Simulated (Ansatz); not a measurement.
## Run report: SiHF3, molecular dynamics (part 5 of 5)

The same run, continued: SiHF3; RKS PBE-D4/6-31G (Ansatz 0.2.0). It belongs to a series of runs on one base structure; here: dynamics from the start.

Geometry of the input (Å):
```
Si -0.0213  0.0374  -0.0150
F  0.0086  -0.0147  1.6672
F  1.5747  -0.0147  -0.5471
H  -0.7252  1.2568  -0.5129
F  -0.7741  -1.3708  -0.5474
```

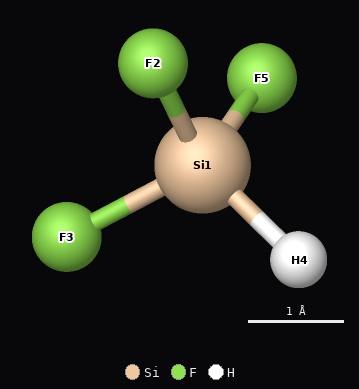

Figure 1. The geometry at step 135 of the log (ball-and-stick view, seen at a tilt; atoms are numbered from 1 in the order of the input).

**Trajectory as extended XYZ, continued**
```
5
Properties=species:S:1:pos:R:3:forces:R:3 step=119 time_fs=29.8 energy=-16033.30981 temperature=9.7
Si   -0.0364    0.0379   -0.0279    0.2769  -0.2838  -0.1914
F     0.0467   -0.0173    1.6476   -0.1714   0.0371   0.1864
F     1.5888   -0.0004   -0.5035   -0.3135  -0.0190  -0.1088
H    -0.7503    1.2417   -0.5525    0.0163  -0.0027   0.0384
F    -0.8011   -1.3817   -0.5481    0.1917   0.2683   0.0754
5
Properties=species:S:1:pos:R:3:forces:R:3 step=120 time_fs=30.0 energy=-16033.30974 temperature=9.6
Si   -0.0365    0.0379   -0.0280    0.2776  -0.2834  -0.1865
F     0.0469   -0.0173    1.6478   -0.1729   0.0379   0.1773
F     1.5888   -0.0002   -0.5035   -0.3135  -0.0199  -0.1084
H    -0.7498    1.2418   -0.5535    0.0162  -0.0048   0.0410
F    -0.8013   -1.3818   -0.5482    0.1926   0.2702   0.0767
5
Properties=species:S:1:pos:R:3:forces:R:3 step=121 time_fs=30.2 energy=-16033.30969 temperature=9.4
Si   -0.0365    0.0379   -0.0280    0.2780  -0.2826  -0.1812
F     0.0470   -0.0173    1.6480   -0.1743   0.0386   0.1678
F     1.5888   -0.0001   -0.5034   -0.3130  -0.0209  -0.1081
H    -0.7494    1.2419   -0.5544    0.0160  -0.0068   0.0436
F    -0.8014   -1.3819   -0.5483    0.1933   0.2717   0.0779
5
Properties=species:S:1:pos:R:3:forces:R:3 step=122 time_fs=30.5 energy=-16033.30964 temperature=9.3
Si   -0.0365    0.0378   -0.0281    0.2781  -0.2815  -0.1753
F     0.0471   -0.0173    1.6483   -0.1758   0.0393   0.1582
F     1.5888    0.0000   -0.5034   -0.3122  -0.0218  -0.1080
H    -0.7489    1.2420   -0.5554    0.0159  -0.0089   0.0462
F    -0.8015   -1.3819   -0.5483    0.1939   0.2729   0.0789
5
Properties=species:S:1:pos:R:3:forces:R:3 step=123 time_fs=30.8 energy=-16033.30960 temperature=9.2
Si   -0.0366    0.0378   -0.0282    0.2780  -0.2800  -0.1690
F     0.0472   -0.0173    1.6485   -0.1772   0.0400   0.1483
F     1.5887    0.0001   -0.5033   -0.3109  -0.0228  -0.1079
H    -0.7484    1.2421   -0.5563    0.0158  -0.0109   0.0487
F    -0.8016   -1.3820   -0.5484    0.1943   0.2738   0.0798
5
Properties=species:S:1:pos:R:3:forces:R:3 step=124 time_fs=31.0 energy=-16033.30957 temperature=9.1
Si   -0.0366    0.0377   -0.0283    0.2777  -0.2782  -0.1621
F     0.0473   -0.0173    1.6488   -0.1785   0.0406   0.1382
F     1.5887    0.0002   -0.5033   -0.3093  -0.0238  -0.1079
H    -0.7479    1.2421   -0.5572    0.0156  -0.0129   0.0512
F    -0.8017   -1.3820   -0.5485    0.1946   0.2743   0.0806
5
Properties=species:S:1:pos:R:3:forces:R:3 step=126 time_fs=31.5 energy=-16033.30953 temperature=9.0
Si   -0.0366    0.0376   -0.0284    0.2762  -0.2736  -0.1470
F     0.0475   -0.0173    1.6493   -0.1812   0.0419   0.1175
F     1.5886    0.0004   -0.5032   -0.3049  -0.0259  -0.1083
H    -0.7469    1.2423   -0.5589    0.0152  -0.0168   0.0559
F    -0.8018   -1.3821   -0.5486    0.1946   0.2744   0.0819
5
Properties=species:S:1:pos:R:3:forces:R:3 step=127 time_fs=31.8 energy=-16033.30953 temperature=9.0
Si   -0.0366    0.0376   -0.0285    0.2752  -0.2708  -0.1388
F     0.0475   -0.0173    1.6495   -0.1824   0.0424   0.1069
F     1.5886    0.0005   -0.5032   -0.3020  -0.0270  -0.1086
H    -0.7463    1.2423   -0.5598    0.0149  -0.0186   0.0582
F    -0.8019   -1.3821   -0.5487    0.1944   0.2740   0.0823
5
Properties=species:S:1:pos:R:3:forces:R:3 step=128 time_fs=32.0 energy=-16033.30953 temperature=9.0
Si   -0.0366    0.0375   -0.0286    0.2739  -0.2678  -0.1301
F     0.0476   -0.0173    1.6498   -0.1837   0.0430   0.0962
F     1.5885    0.0006   -0.5032   -0.2988  -0.0281  -0.1091
H    -0.7458    1.2424   -0.5606    0.0146  -0.0204   0.0604
F    -0.8020   -1.3821   -0.5487    0.1940   0.2732   0.0826
5
Properties=species:S:1:pos:R:3:forces:R:3 step=129 time_fs=32.2 energy=-16033.30953 temperature=9.0
Si   -0.0366    0.0374   -0.0287    0.2724  -0.2644  -0.1210
F     0.0477   -0.0173    1.6501   -0.1849   0.0435   0.0853
F     1.5884    0.0007   -0.5032   -0.2953  -0.0292  -0.1096
H    -0.7453    1.2424   -0.5615    0.0143  -0.0220   0.0625
F    -0.8020   -1.3821   -0.5488    0.1935   0.2721   0.0828
5
Properties=species:S:1:pos:R:3:forces:R:3 step=130 time_fs=32.5 energy=-16033.30954 temperature=9.1
Si   -0.0366    0.0374   -0.0288    0.2706  -0.2608  -0.1115
F     0.0477   -0.0173    1.6503   -0.1860   0.0440   0.0744
F     1.5883    0.0008   -0.5032   -0.2913  -0.0303  -0.1102
H    -0.7448    1.2424   -0.5623    0.0139  -0.0236   0.0645
F    -0.8021   -1.3821   -0.5488    0.1928   0.2707   0.0828
5
Properties=species:S:1:pos:R:3:forces:R:3 step=131 time_fs=32.8 energy=-16033.30956 temperature=9.1
Si   -0.0365    0.0373   -0.0289    0.2687  -0.2569  -0.1016
F     0.0478   -0.0173    1.6506   -0.1872   0.0445   0.0633
F     1.5882    0.0009   -0.5031   -0.2870  -0.0315  -0.1109
H    -0.7443    1.2425   -0.5631    0.0135  -0.0251   0.0665
F    -0.8022   -1.3821   -0.5489    0.1920   0.2690   0.0828
5
Properties=species:S:1:pos:R:3:forces:R:3 step=133 time_fs=33.2 energy=-16033.30961 temperature=9.2
Si   -0.0365    0.0371   -0.0292    0.2643  -0.2484  -0.0807
F     0.0479   -0.0173    1.6512   -0.1893   0.0454   0.0409
F     1.5880    0.0011   -0.5031   -0.2773  -0.0339  -0.1126
H    -0.7432    1.2425   -0.5646    0.0124  -0.0276   0.0701
F    -0.8022   -1.3820   -0.5489    0.1899   0.2646   0.0823
5
Properties=species:S:1:pos:R:3:forces:R:3 step=134 time_fs=33.5 energy=-16033.30965 temperature=9.3
Si   -0.0364    0.0370   -0.0293    0.2618  -0.2438  -0.0697
F     0.0479   -0.0172    1.6514   -0.1903   0.0458   0.0297
F     1.5879    0.0011   -0.5031   -0.2719  -0.0351  -0.1136
H    -0.7426    1.2425   -0.5653    0.0118  -0.0288   0.0718
F    -0.8023   -1.3819   -0.5490    0.1886   0.2619   0.0819
5
Properties=species:S:1:pos:R:3:forces:R:3 step=135 time_fs=33.8 energy=-16033.30969 temperature=9.4
Si   -0.0364    0.0369   -0.0294    0.2591  -0.2390  -0.0584
F     0.0480   -0.0172    1.6517   -0.1913   0.0461   0.0184
F     1.5878    0.0012   -0.5031   -0.2661  -0.0363  -0.1146
H    -0.7421    1.2425   -0.5660    0.0111  -0.0297   0.0733
F    -0.8023   -1.3819   -0.5490    0.1872   0.2590   0.0813
5
Properties=species:S:1:pos:R:3:forces:R:3 step=136 time_fs=34.0 energy=-16033.30973 temperature=9.5
Si   -0.0363    0.0368   -0.0295    0.2562  -0.2340  -0.0468
F     0.0480   -0.0172    1.6520   -0.1922   0.0464   0.0071
F     1.5876    0.0013   -0.5031   -0.2601  -0.0375  -0.1158
H    -0.7416    1.2425   -0.5667    0.0104  -0.0306   0.0748
F    -0.8023   -1.3818   -0.5491    0.1857   0.2557   0.0807
5
Properties=species:S:1:pos:R:3:forces:R:3 step=137 time_fs=34.2 energy=-16033.30978 temperature=9.7
Si   -0.0363    0.0366   -0.0296    0.2532  -0.2288  -0.0349
F     0.0480   -0.0172    1.6523   -0.1931   0.0467  -0.0042
F     1.5875    0.0014   -0.5032   -0.2537  -0.0388  -0.1170
H    -0.7410    1.2425   -0.5673    0.0095  -0.0313   0.0762
F    -0.8023   -1.3818   -0.5491    0.1840   0.2522   0.0800
5
Properties=species:S:1:pos:R:3:forces:R:3 step=138 time_fs=34.5 energy=-16033.30983 temperature=9.8
Si   -0.0362    0.0365   -0.0297    0.2500  -0.2234  -0.0228
F     0.0480   -0.0172    1.6526   -0.1939   0.0470  -0.0155
F     1.5873    0.0015   -0.5032   -0.2469  -0.0401  -0.1183
H    -0.7404    1.2425   -0.5679    0.0086  -0.0319   0.0774
F    -0.8023   -1.3817   -0.5491    0.1822   0.2484   0.0791
5
Properties=species:S:1:pos:R:3:forces:R:3 step=140 time_fs=35.0 energy=-16033.30995 temperature=10.1
Si   -0.0361    0.0363   -0.0299    0.2431  -0.2122   0.0023
F     0.0480   -0.0172    1.6531   -0.1954   0.0474  -0.0378
F     1.5870    0.0017   -0.5032   -0.2325  -0.0426  -0.1212
H    -0.7393    1.2424   -0.5691    0.0066  -0.0325   0.0796
F    -0.8023   -1.3815   -0.5492    0.1782   0.2399   0.0771
5
Properties=species:S:1:pos:R:3:forces:R:3 step=141 time_fs=35.2 energy=-16033.31001 temperature=10.3
Si   -0.0360    0.0361   -0.0301    0.2395  -0.2063   0.0152
F     0.0480   -0.0171    1.6534   -0.1961   0.0476  -0.0489
F     1.5868    0.0018   -0.5032   -0.2249  -0.0439  -0.1227
H    -0.7388    1.2423   -0.5697    0.0055  -0.0327   0.0806
F    -0.8023   -1.3814   -0.5492    0.1760   0.2353   0.0759
5
Properties=species:S:1:pos:R:3:forces:R:3 step=142 time_fs=35.5 energy=-16033.31007 temperature=10.4
Si   -0.0359    0.0360   -0.0302    0.2357  -0.2002   0.0282
F     0.0480   -0.0171    1.6537   -0.1967   0.0477  -0.0599
F     1.5866    0.0019   -0.5033   -0.2170  -0.0452  -0.1243
H    -0.7382    1.2423   -0.5702    0.0044  -0.0326   0.0814
F    -0.8023   -1.3813   -0.5492    0.1736   0.2304   0.0746
5
Properties=species:S:1:pos:R:3:forces:R:3 step=143 time_fs=35.8 energy=-16033.31013 temperature=10.6
Si   -0.0358    0.0358   -0.0303    0.2317  -0.1941   0.0414
F     0.0480   -0.0171    1.6539   -0.1973   0.0478  -0.0708
F     1.5864    0.0019   -0.5033   -0.2087  -0.0465  -0.1259
H    -0.7376    1.2422   -0.5708    0.0031  -0.0324   0.0821
F    -0.8023   -1.3812   -0.5492    0.1712   0.2252   0.0733
5
Properties=species:S:1:pos:R:3:forces:R:3 step=144 time_fs=36.0 energy=-16033.31020 temperature=10.7
Si   -0.0357    0.0357   -0.0304    0.2276  -0.1878   0.0547
F     0.0480   -0.0171    1.6542   -0.1978   0.0479  -0.0816
F     1.5862    0.0020   -0.5033   -0.2003  -0.0478  -0.1277
H    -0.7371    1.2421   -0.5713    0.0018  -0.0321   0.0827
F    -0.8023   -1.3810   -0.5492    0.1686   0.2198   0.0718
5
Properties=species:S:1:pos:R:3:forces:R:3 step=145 time_fs=36.2 energy=-16033.31027 temperature=10.9
Si   -0.0356    0.0355   -0.0305    0.2234  -0.1813   0.0681
F     0.0479   -0.0170    1.6545   -0.1983   0.0479  -0.0922
F     1.5860    0.0021   -0.5034   -0.1915  -0.0492  -0.1294
H    -0.7365    1.2420   -0.5717    0.0004  -0.0316   0.0832
F    -0.8022   -1.3809   -0.5492    0.1660   0.2142   0.0703
5
Properties=species:S:1:pos:R:3:forces:R:3 step=147 time_fs=36.8 energy=-16033.31040 temperature=11.3
Si   -0.0354    0.0352   -0.0307    0.2146  -0.1681   0.0952
F     0.0479   -0.0170    1.6550   -0.1991   0.0479  -0.1129
F     1.5856    0.0022   -0.5035   -0.1733  -0.0518  -0.1332
H    -0.7354    1.2418   -0.5726   -0.0026  -0.0302   0.0839
F    -0.8022   -1.3806   -0.5493    0.1603   0.2022   0.0670
5
Properties=species:S:1:pos:R:3:forces:R:3 step=148 time_fs=37.0 energy=-16033.31047 temperature=11.4
Si   -0.0353    0.0351   -0.0308    0.2101  -0.1613   0.1089
F     0.0478   -0.0169    1.6553   -0.1994   0.0478  -0.1230
F     1.5854    0.0023   -0.5035   -0.1639  -0.0532  -0.1351
H    -0.7348    1.2417   -0.5730   -0.0041  -0.0293   0.0841
F    -0.8021   -1.3805   -0.5493    0.1573   0.1959   0.0652
5
Properties=species:S:1:pos:R:3:forces:R:3 step=149 time_fs=37.2 energy=-16033.31054 temperature=11.6
Si   -0.0352    0.0349   -0.0309    0.2054  -0.1544   0.1225
F     0.0478   -0.0169    1.6555   -0.1996   0.0477  -0.1329
F     1.5851    0.0024   -0.5036   -0.1543  -0.0545  -0.1371
H    -0.7343    1.2415   -0.5733   -0.0058  -0.0282   0.0841
F    -0.8021   -1.3803   -0.5493    0.1543   0.1894   0.0633
5
Properties=species:S:1:pos:R:3:forces:R:3 step=150 time_fs=37.5 energy=-16033.31060 temperature=11.8
Si   -0.0351    0.0347   -0.0310    0.2006  -0.1474   0.1361
F     0.0477   -0.0169    1.6558   -0.1998   0.0475  -0.1425
F     1.5849    0.0025   -0.5036   -0.1444  -0.0558  -0.1391
H    -0.7337    1.2414   -0.5737   -0.0075  -0.0270   0.0841
F    -0.8020   -1.3802   -0.5493    0.1511   0.1827   0.0614
```
